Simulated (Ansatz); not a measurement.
# Single-point calculation, with input and output: SnHCl3

System: SnHCl3, SMILES [Cl][SnH]([Cl])[Cl].
Method: RKS r2SCAN-D4/def2-TZVPP (Ansatz 0.2.0).

The geometry comes from this level: PBE0-D4/def2-TZVP. Figures and captions count atoms from 1; the log counts them from 0 in places.

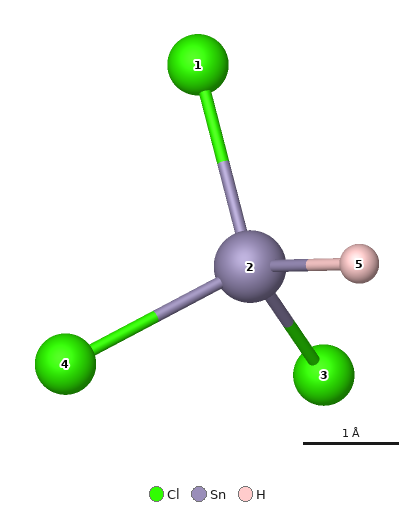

The structure as given in the input (ball-and-stick view, seen at a tilt; atoms are numbered from 1 in the order of the input). Sticks mark near contacts. Bond lengths as drawn: Cl–Sn 2.30 Å and H–Sn 1.69 Å.

Summary:

```json
{"quantity": "outcome", "value": "converged"}
{"quantity": "total energy", "value": "−43420.3967 eV"}
{"quantity": "mean-field energy", "value": "−43420.3556 eV"}
{"quantity": "dispersion energy", "value": "−0.0410 eV"}
{"quantity": "SCF solution under orbital rotations", "value": "stable"}
{"quantity": "HOMO", "value": "−8.37 eV"}
{"quantity": "LUMO", "value": "−2.99 eV"}
{"quantity": "largest force (length of the vector)", "value": "0.108 eV/Å"}
{"quantity": "dipole moment", "value": "2.02 D"}
{"quantity": "hardware", "value": "4 threads of Arm Neoverse V2, 23 GiB of memory available, shared host"}
{"quantity": "wall time", "value": "3.4 s (CPU time 12 s)"}
{"quantity": "peak memory", "value": "0.29 GiB"}
```

Input file:
```yaml
crystal:
  periodic: [false, false, false]
  atoms:
    - {symbol: Cl, position_ang: [0.354594, -0.960537, 1.997736]}
    - {symbol: Sn, position_ang: [0.153019, -0.023634, -0.093069]}
    - {symbol: Cl, position_ang: [-0.522362, 2.156418, 0.191810]}
    - {symbol: Cl, position_ang: [-1.541548, -1.132284, -1.183608]}
    - {symbol: H, position_ang: [1.606197, -0.113762, -0.954269]}
basis:
  gaussian: {orbitals: def2-TZVPP}
hamiltonian: {xc: r2scan, dispersion: d4}
output: {forces: true, orbitals: {seedname: orbitals}}
```

Launched with:
```bash
ansatz run in.yaml --threads 4 --pin off --events-out ev --progress --plain --max-ram 10444MiB
```

What the program printed:
```
Functional definition: r2SCAN
  name "r2SCAN"
  cite "Furness, Kaplan, Ning, Perdew & Sun, J. Phys. Chem. Lett. 11, 8208 (2020) doi:10.1021/acs.jpclett.0c02405"
  cite "Furness, Kaplan, Ning, Perdew & Sun, J. Phys. Chem. Lett. 11, 9248 (2020) doi:10.1021/acs.jpclett.0c03077"
  parent r2scan
  parameter k0 = 0.174
  parameter k1 = 0.065
  parameter a1 = 4.9479
  exchange = r2scan_x(k0 = k0, k1 = k1, a1 = a1)
  correlation = r2scan_c
1329 factors; their error is unknown
mean field evaluation 1: about -43419.2462 eV, gradient 2.3e1 eV
mean field evaluation 2: about -43418.5745 eV, gradient 3.0e1 eV
mean field evaluation 4: about -43420.3815 eV, gradient 1.0e0 eV
mean field evaluation 8: about -43420.3556 eV, gradient 2.4e-2 eV
mean field -43420.35561469 eV, -1595.6686374657 hartree, gradient 2.4e-5 eV, S^2 0.000000; 0 other end points of the search recorded, 0 dependent functions left out
the calculation of the forces begins
reference -43420.35562604 eV, -1595.6686378829 hartree; 37, 37 occupied and 153, 153 virtual orbitals, 1329 factors
Total energy: -43420.39667102 eV, -1595.6701462581 hartree
Atom 0 at     0.354594    -0.960537     1.997736 Å, force     0.008621    -0.043816     0.098367 eV/Å
Atom 1 at     0.153019    -0.023634    -0.093069 Å, force     0.089453    -0.005288    -0.053658 eV/Å
Atom 2 at    -0.522362     2.156418     0.191810 Å, force    -0.032053     0.102107     0.013994 eV/Å
Atom 3 at    -1.541548    -1.132284    -1.183608 Å, force    -0.079777    -0.052122    -0.050504 eV/Å
Atom 4 at     1.606197    -0.113762    -0.954269 Å, force     0.013757    -0.000882    -0.008199 eV/Å
Dipole moment:     0.361497    -0.022425    -0.214263 e Å
```

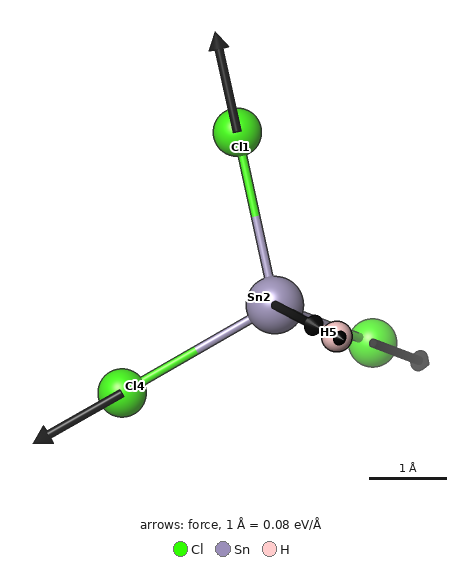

Forces on the atoms as black arrows (ball-and-stick view, seen at a tilt; atoms are numbered from 1 in the order of the input). The largest act on all 3 Cl atoms (0.11 eV/Å); Sn2 (0.10 eV/Å). The geometry is not a stationary point of this energy.

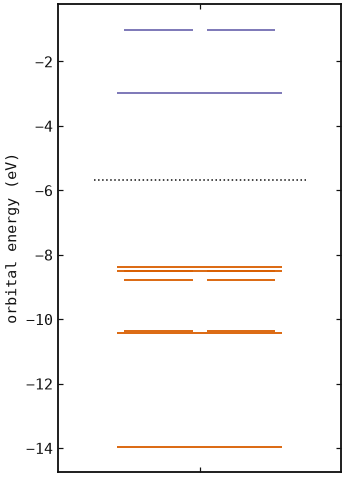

Orbital energies near the frontier; the dotted line parts filled from empty levels, and levels within 0.02 eV of each other stand side by side. Highest filled −8.37 eV, lowest empty −2.99 eV, 5.38 eV apart.

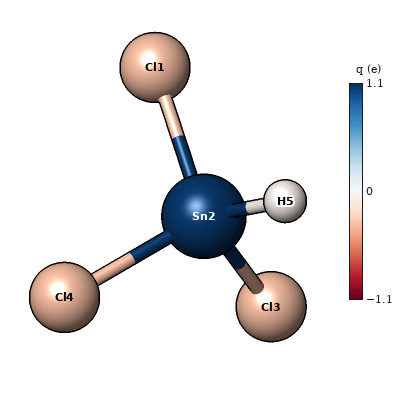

Mulliken charges, as the colour of each atom (ball-and-stick view, seen at a tilt; atoms are numbered from 1 in the order of the input). By element: Cl −0.33, Sn +1.06 and H −0.06 e.
